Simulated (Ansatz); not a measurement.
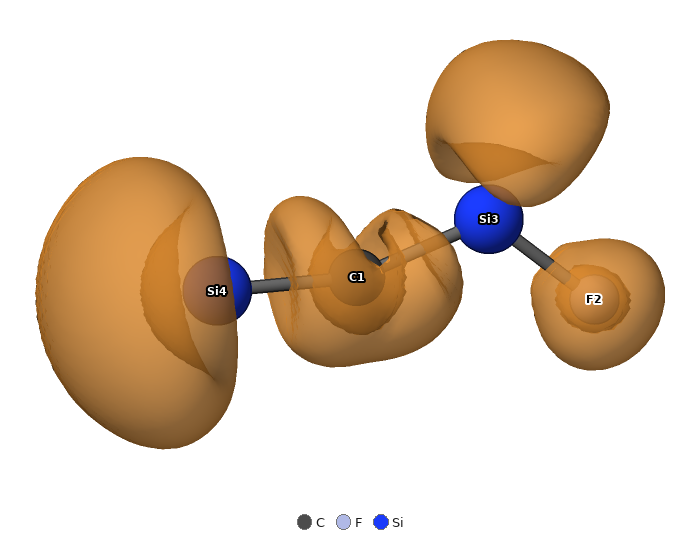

The picture shows: CFSi2 (SMILES F[Si]=C=[Si]) (doublet). Isosurface of the electron localisation function at 0.75 (orange), seen at a tilt. Core shells and regions of very low density are left out.

Geometry: B3LYP/6-31G*.

Level of theory: Ansatz 0.2.0, isolated molecule in a Gaussian basis; Kohn-Sham density functional theory, functional PBE0.

```xyz
4

C     0.1955    0.6737    0.3996
F    -0.7422   -0.2759   -2.1828
Si    0.1214   -0.5212   -0.8366
Si    0.5797    1.4790    1.8390
```

Question: What do the ELF domains correspond to?

Answer: The surface consists of one region on C in which the atom's valence shell and bonds are merged, two lobes on Si, pointing away from the bonds (non-bonding electrons) and one region wrapped around F (its lone pairs, merged into a ring or cap).

Values along the shortest contacts:
Si–F (1.62 Å): the ELF peaks at about 0.85 in the valence shell of F, 0.6 Å from its nucleus, and is about 0.55 at the midpoint. C–Si (1.69 Å): the ELF peaks at about 0.90 between the atoms: localised, covalent bonding.
